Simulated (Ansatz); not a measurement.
**CH5ClO2Si2: a changed input and its effect**

System: CH5ClO2Si2, SMILES [SiH3]O[Si]1(Cl)CO1.
Method of the first run: RKS PBE-D4/def2-TZVPP (Ansatz 0.2.0).

The geometry comes from this level: PBE0-D4/def2-TZVP. Text and figures count atoms from 1; the logs count them from 0 in places.

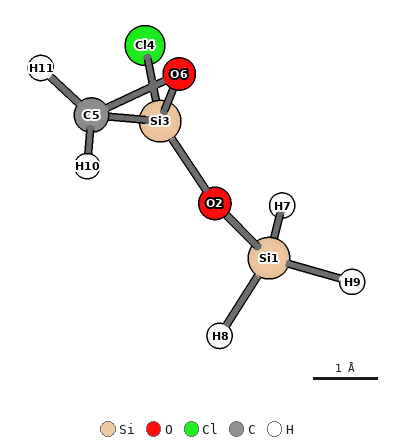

Figure 1. The structure (ball-and-stick view, seen at a tilt; atoms are numbered from 1 in the order of the input). Bond lengths as drawn: Cl–Si 2.03 Å, C–H 1.09 Å, C–O 1.52 Å, C–Si 1.78 Å, H–Si 1.48 Å and O–Si 1.60 to 1.65 Å.

**The input, the first run**
```yaml
crystal:
  periodic: [false, false, false]
  atoms:
    - {symbol: Si, position_ang: [0.236213, 0.043134, -2.280671]}
    - {symbol: O, position_ang: [0.244352, -0.172640, -0.647186]}
    - {symbol: Si, position_ang: [-0.124756, 0.340592, 0.823246]}
    - {symbol: Cl, position_ang: [-1.139168, 2.091023, 0.688074]}
    - {symbol: C, position_ang: [-0.199586, -0.699948, 2.269679]}
    - {symbol: O, position_ang: [0.983435, 0.216874, 2.008144]}
    - {symbol: H, position_ang: [-0.210968, 1.419429, -2.604524]}
    - {symbol: H, position_ang: [-0.691108, -0.947962, -2.876505]}
    - {symbol: H, position_ang: [1.612986, -0.180724, -2.778674]}
    - {symbol: H, position_ang: [0.092212, -1.747372, 2.247557]}
    - {symbol: H, position_ang: [-0.738111, -0.419605, 3.171559]}
basis:
  gaussian: {orbitals: def2-TZVPP}
hamiltonian: {xc: pbe, dispersion: d4}
output: {forces: true, orbitals: {seedname: orbitals}}
```

Launched with:
```bash
ansatz run in.yaml --threads 4 --pin off --events-out ev --progress --plain --max-ram 10444MiB
```

Hardware: 4 threads of Arm Neoverse V2, 23 GiB of memory available, shared host.

**Output (the first run)**
```
Functional definition: PBE
  parameter kappa = 0.804
  parameter beta = 0.06672455060314922
  exchange = pbe_x(kappa = kappa, mu = beta*pi^2/3)
  correlation = pbe_c(beta = beta)
1647 factors; their error is unknown
mean field evaluation 1: about -33463.7602 eV, gradient 8.7e1 eV
mean field evaluation 2: about -33395.4207 eV, gradient 2.0e2 eV
mean field evaluation 4: about -33476.6927 eV, gradient 2.5e1 eV
mean field evaluation 8: about -33477.8396 eV, gradient 1.7e-1 eV
mean field evaluation 16: about -33477.7882 eV, gradient 6.3e-3 eV
mean field -33477.78815396 eV, -1230.2860225981 hartree, gradient 3.5e-5 eV, S^2 0.000000; 0 other end points of the search recorded, 0 dependent functions left out
the calculation of the forces begins
reference -33477.78820259 eV, -1230.2860243854 hartree; 36, 36 occupied and 253, 253 virtual orbitals, 1647 factors
Total energy: -33478.09566161 eV, -1230.2973232957 hartree
Atom 0 at     0.236213     0.043134    -2.280671 Å, force    -0.011785     0.049956    -0.293517 eV/Å
Atom 1 at     0.244352    -0.172640    -0.647186 Å, force     0.171420    -0.288358    -0.106632 eV/Å
Atom 2 at    -0.124756     0.340592     0.823246 Å, force    -0.429822     0.145714    -0.088237 eV/Å
Atom 3 at    -1.139168     2.091023     0.688074 Å, force    -0.170180     0.304448    -0.019114 eV/Å
Atom 4 at    -0.199586    -0.699948     2.269679 Å, force    -0.278615    -0.267593     0.122072 eV/Å
Atom 5 at     0.983435     0.216874     2.008144 Å, force     0.806043     0.238680     0.366609 eV/Å
Atom 6 at    -0.210968     1.419429    -2.604524 Å, force    -0.048954     0.150902    -0.050272 eV/Å
Atom 7 at    -0.691108    -0.947962    -2.876505 Å, force    -0.098482    -0.107392    -0.074134 eV/Å
Atom 8 at     1.612986    -0.180724    -2.778674 Å, force     0.151980    -0.025114    -0.062296 eV/Å
Atom 9 at     0.092212    -1.747372     2.247557 Å, force     0.044947    -0.243580     0.005391 eV/Å
Atom 10 at    -0.738111    -0.419605     3.171559 Å, force    -0.136551     0.042338     0.200130 eV/Å
Dipole moment:    -0.211958    -0.182334    -0.272487 e Å
```

The input of the second run differs as follows (lines with − go, lines with + come):
```diff
-hamiltonian: {xc: pbe, dispersion: d4}
+hamiltonian: {xc: {name: wB97M-V}}
```

What does this change do to the results?

The total energies belong to different models, so their difference says nothing on which is more stable or more accurate. The largest force goes from 0.917 to 0.280 eV/Å. The HOMO goes from −6.48 to −10.10 eV. The LUMO goes from −1.30 to 1.36 eV. The dipole moment goes from 1.88 to 2.07 D. On the same kind of shared host the second run took about 4.8 times as long.

**Output (the second run)**
```
Functional definition: wB97M-V
  parameter omega = 0.3/bohr
  parameter cx = 0.15
  parameter cx01 = 1.007
  parameter cx10 = 0.259
  parameter css00 = 0.443
  parameter css04 = -1.437
  parameter css10 = -4.535
  parameter css20 = -3.390
  parameter css43 = 4.278
  parameter cos00 = 1.000
  parameter cos10 = 1.358
  parameter cos20 = 2.924
  parameter cos21 = -8.812
  parameter cos60 = -1.390
  parameter cos61 = 9.142
  parameter b = 6.0
  parameter c = 0.01
  gx(w, u) = 1 - cx + cx01*u + cx10*w
  gss(w, u) = css00 + css04*u^4 + css10*w + css20*w^2 + css43*w^4*u^3
  gos(w, u) = cos00 + cos10*w + (cos20 + cos21*u)*w^2 + (cos60 + cos61*u)*w^6
  exchange = spin_sum(e_x_unif_sr(omega)*gx(b97_w, b97_u_x)) + cx*exact_x_sr(omega) + exact_x_lr(omega)
  correlation = spin_sum(e_c_pw_mod_same_spin*gss(b97_w, b97_u_same))
      + integral(e_c_pw_mod_opposite_spin*gos(b97_w_opposite, b97_u_opposite)) + vv10(b, c)
1669 factors; their error is unknown
343 factors; integrals over basis functions are off by at most 1.7e-5 eV
mean field evaluation 1: about -33486.8282 eV, gradient 6.3e1 eV
mean field evaluation 2: about -33485.1178 eV, gradient 7.3e1 eV
mean field evaluation 4: about -33493.6584 eV, gradient 3.0e0 eV
mean field evaluation 8: about -33493.6885 eV, gradient 6.4e-2 eV
mean field evaluation 16: about -33493.7100 eV, gradient 1.5e-4 eV
mean field -33493.71004417 eV, -1230.8711412711 hartree, gradient 4.1e-5 eV, S^2 0.000000; 0 other end points of the search recorded, 0 dependent functions left out
the calculation of the forces begins
reference -33493.71010185 eV, -1230.8711433908 hartree; 36, 36 occupied and 253, 253 virtual orbitals, 1669 factors
Total energy: -33493.71010185 eV, -1230.8711433908 hartree
Atom 0 at     0.236213     0.043134    -2.280671 Å, force     0.010896     0.015420    -0.279133 eV/Å
Atom 1 at     0.244352    -0.172640    -0.647186 Å, force    -0.001712    -0.036456     0.006862 eV/Å
Atom 2 at    -0.124756     0.340592     0.823246 Å, force     0.044281     0.001036     0.087932 eV/Å
Atom 3 at    -1.139168     2.091023     0.688074 Å, force    -0.028327     0.034507    -0.011201 eV/Å
Atom 4 at    -0.199586    -0.699948     2.269679 Å, force    -0.185568    -0.183658     0.095886 eV/Å
Atom 5 at     0.983435     0.216874     2.008144 Å, force     0.128669     0.102422    -0.011871 eV/Å
Atom 6 at    -0.210968     1.419429    -2.604524 Å, force     0.050795    -0.162839     0.044830 eV/Å
Atom 7 at    -0.691108    -0.947962    -2.876505 Å, force     0.114080     0.125828     0.071663 eV/Å
Atom 8 at     1.612986    -0.180724    -2.778674 Å, force    -0.173846     0.030748     0.058663 eV/Å
Atom 9 at     0.092212    -1.747372     2.247557 Å, force    -0.022450     0.104429     0.016427 eV/Å
Atom 10 at    -0.738111    -0.419605     3.171559 Å, force     0.063182    -0.031437    -0.080058 eV/Å
Dipole moment:    -0.247873    -0.185775    -0.300259 e Å
```

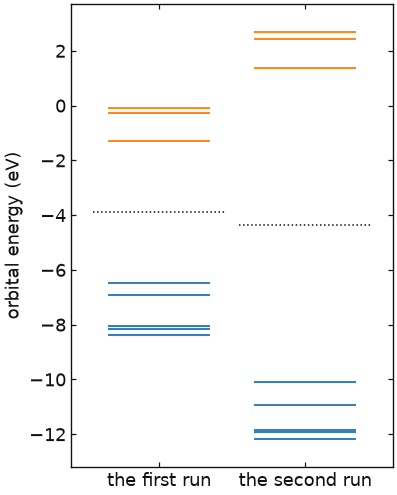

Figure 2. The five highest filled and three lowest empty orbital energies of the two runs; the dotted lines part filled from empty levels. The HOMO–LUMO gap is 5.18 eV in the first run and 11.46 eV in the second run.

**The two runs side by side**

```tsv
quantity	the first run	the second run
outcome	converged	converged
total energy (hartree)	−1230.297323	−1230.871143
HOMO (eV)	−6.48	−10.10
LUMO (eV)	−1.30	1.36
dipole moment (D)	1.88	2.07
largest force (eV/Å)	0.917	0.280
basis functions	289	289
wall time (shared host)	3.1 s	15 s
```
